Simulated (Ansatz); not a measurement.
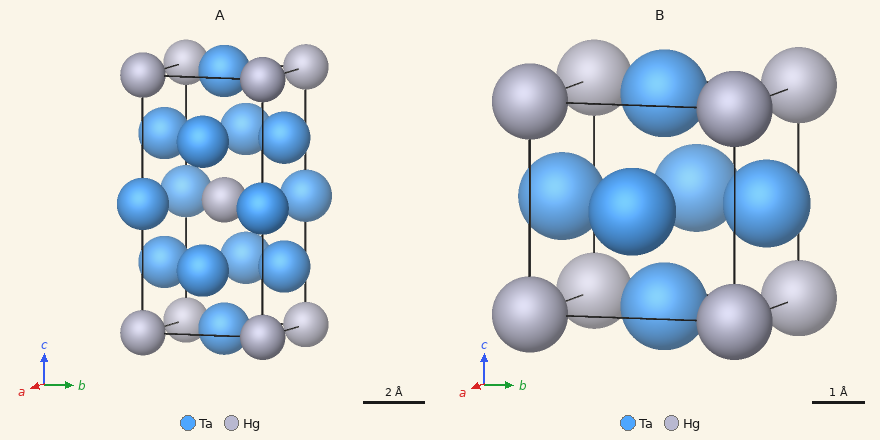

Two structures of Ta3Hg, each relaxed to rest (conventional cells in solid outline, small ones repeated, not to one scale). Method: DFT PBE, scalar-relativistic, plane waves, PAW in Ansatz, without spin polarisation.

**Identify the two structures.**

A: 8 atoms a cell on a body-centred tetragonal lattice, I4/mmm. B: Cu₃Au (L1₂) type, Pm-3m.

**Which has the lower energy, and by how much?**

B is lower, by 27 meV/atom at this level of theory (energies at zero smearing). Volumes: A 18.7, B 18.5 Å³/atom.

One or both may be structure types tried for this composition rather than known phases.
